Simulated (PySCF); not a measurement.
Geometry relaxation of PH$_{3}$S

- system: PH$_{3}$S, SMILES [PH3]=S
- method: PBE0-D3(BJ)/def2-SVP geometry optimisation, gas phase (PySCF 2.14.0)

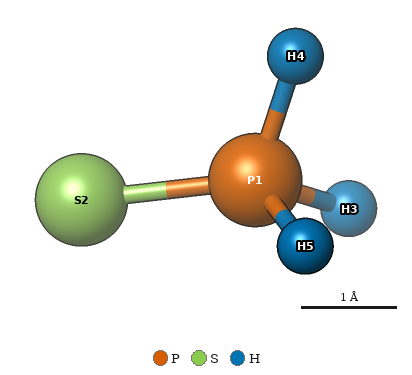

**Figure 1.** The structure as given in the input (ball-and-stick view, seen at a tilt; atoms are numbered from 1 in the order of the input).

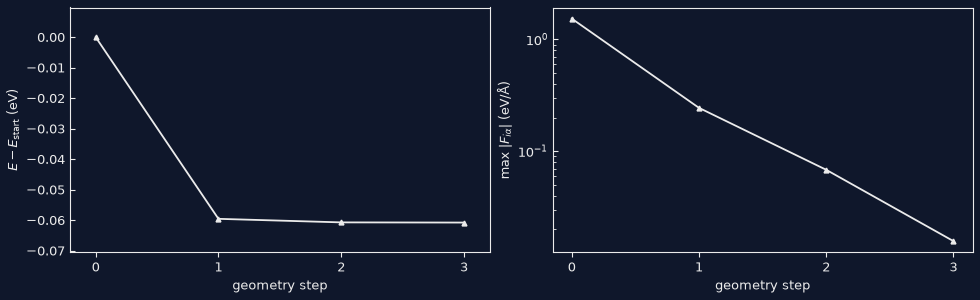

**Figure 2.** Progress of the relaxation, step by step (steps are counted from 0).

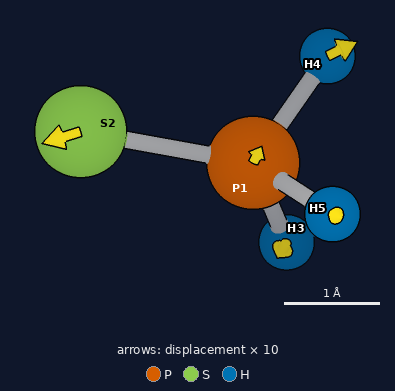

**Figure 3.** The starting structure with the displacements as yellow arrows, magnified 10 times (ball-and-stick view, seen at a tilt). The two geometries are laid on each other by the best rigid fit. The energy falls by 0.061 eV in 3 geometry steps. The largest force component goes from 1.5 to 0.016 eV/Å. The atom that moves furthest after the best rigid fit is S2 (0.044 Å). By element the largest moves are S 0.044 Å, H 0.037 Å, P 0.021 Å. Among the contacts that change: P1–S2 1.889 → 1.933 Å, P1–H3 1.390 → 1.426 Å, P1–H4 1.413 → 1.427 Å. Among the angles that change: S2–P1–H3 120.7° → 118.5°. (Atoms are counted from 1 in the order of the input.)

These pictures come from the run below.

The input
```
{"job": {"xc": "PBE0", "basis": "def2-SVP", "d3": "d3bj", "grid": 1, "shake": 0.01, "kind": "geom"}, "charge": 0, "multiplicity": 1}
P      0.034640    -0.025390    -0.001130
S      1.907980    -0.023220    -0.239990
H     -0.535950    -0.602450     1.127170
H     -0.595010     1.237490     0.063350
H     -0.778100    -0.620400    -0.987290
```

The first line tells a small driver script what to run in PySCF; the rest is the geometry in Å.

Command:
```bash
OMP_NUM_THREADS=1 python <driver script> task.json out
```

The program's output
```
step   0  E = -740.83024521  max force = 0.029841
step   1  E = -740.83243360  max force = 0.004748
step   2  E = -740.83247639  max force = 0.001326
step   3  E = -740.83247848  max force = 0.000305
optimisation converged
```

Trajectory as extended XYZ (Å, eV, eV/Å), 4 frames, from step=0 to step=3
```
5
Properties=species:S:1:pos:R:3:forces:R:3 step=0 energy=-20159.01778
P     0.0346   -0.0254   -0.0011   -0.8031   0.5032  -0.3536
S     1.9080   -0.0232   -0.2400    1.5345  -0.1365  -0.1302
H    -0.5360   -0.6025    1.1272   -0.2682  -0.4176   0.7197
H    -0.5950    1.2375    0.0634   -0.2395   0.2613   0.0331
H    -0.7781   -0.6204   -0.9873   -0.2236  -0.2105  -0.2690
5
Properties=species:S:1:pos:R:3:forces:R:3 step=1 energy=-20159.07733
P     0.0765    0.0181    0.0041   -0.2442  -0.0726   0.1164
S     1.9951   -0.0109   -0.2151    0.0489   0.0135  -0.0066
H    -0.4923   -0.5942    1.1696    0.0836   0.0550  -0.1120
H    -0.5959    1.2772    0.0753    0.0614  -0.0223  -0.0179
H    -0.7370   -0.6105   -0.9889    0.0503   0.0264   0.0202
5
Properties=species:S:1:pos:R:3:forces:R:3 step=2 energy=-20159.07849
P     0.0723    0.0155    0.0064   -0.0682  -0.0012   0.0170
S     1.9920   -0.0098   -0.2132    0.0384  -0.0020  -0.0008
H    -0.4909   -0.5938    1.1679    0.0140   0.0024  -0.0129
H    -0.5908    1.2771    0.0734    0.0098   0.0034  -0.0020
H    -0.7362   -0.6092   -0.9893    0.0059  -0.0027  -0.0014
5
Properties=species:S:1:pos:R:3:forces:R:3 step=3 energy=-20159.07855
P     0.0710    0.0158    0.0065   -0.0137   0.0016  -0.0004
S     1.9918   -0.0110   -0.2112    0.0157  -0.0012  -0.0004
H    -0.4910   -0.5940    1.1670   -0.0025  -0.0016   0.0037
H    -0.5895    1.2785    0.0728    0.0009   0.0006  -0.0010
H    -0.7359   -0.6095   -0.9900   -0.0003   0.0006  -0.0020
```

Key numbers

```tsv
quantity	value
outcome	converged
total energy	−740.832478 hartree
dipole moment	3.71 D
point group	C3v
hardware	1 CPU thread, shared host
wall time	5 s
peak memory	0.26 GiB
```
